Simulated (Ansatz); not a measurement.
Density of states of K₂TlCuF₆ (Fm-3m, 10 atoms in the cell).

```xyz
10
Lattice="0.0000 4.3748 4.3748 4.3748 0.0000 4.3748 4.3748 4.3748 0.0000" Properties=species:S:1:pos:R:3 pbc="T T T"
K      2.1874     2.1874     2.1874
K      6.5622     6.5622     6.5622
Tl     0.0000     0.0000     0.0000
Cu     4.3748     4.3748     4.3748
F      4.3748     4.3748     2.3186
F      4.3748     4.3748     6.4311
F      2.3186     4.3748     4.3748
F      6.4311     4.3748     4.3748
F      4.3748     2.3186     4.3748
F      4.3748     6.4311     4.3748
```

Computed with PBEsol, default PAW files made with PBE (plane waves; Ansatz, a first-principles code).

SCF settings: basis.ecutwfc = 30.9 Ry; kpoints.mp_grid.grid = 7 7 7; hamiltonian.xc = pbesol; hamiltonian.pseudopotentials = {kind: paw} (the program's default PAW files); scf.occupations.method = fermi_dirac; scf.occupations.width = 0.0073 Ry. Keys of the DOS step: output.dos.nscf_kmesh.grid = 11 11 11; output.dos.method = {smearing: {sigma: 0.02}} eV.

The starting cell comes from a database of computed structures (which also holds hypothetical and non-ambient phases and stackings), without a prior relaxation at this level. Spin-orbit coupling is off. Spin polarisation is off, so a magnetic state, if there is one, cannot be reached. The run gives no clean gap (levels at the Fermi energy touch, overlap or are partly filled at this smearing), which alone does not show that the compound is a metal.

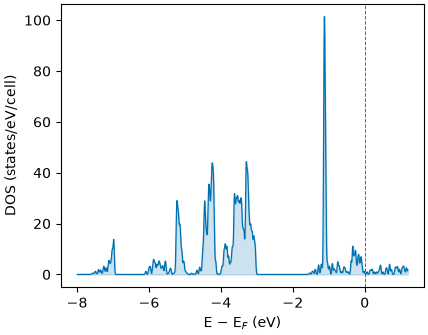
Fig. 1. Total density of states, both spins summed.

Total DOS (both spins), as means of the tabulated values in each energy bin; the zero is the program's Fermi level or highest filled level, and the curve is cut to this window:

| E (eV) | states/eV/cell |
|---|---|
| -7.75 | 0.11 |
| -7.25 | 2.88 |
| -6.75 | 1.01 |
| -6.25 | 0.22 |
| -5.75 | 3.37 |
| -5.25 | 8.29 |
| -4.75 | 1.20 |
| -4.25 | 19.0 |
| -3.75 | 14.1 |
| -3.25 | 21.9 |
| -2.75 | 0.00 |
| -2.25 | 0.00 |
| -1.75 | 0.05 |
| -1.25 | 13.7 |
| -0.75 | 2.04 |
| -0.25 | 4.62 |
| 0.25 | 1.07 |
| 0.75 | 1.54 |

Around zero the curve holds about 2.0 states/eV/cell.

Keys are those of Ansatz 0.2.
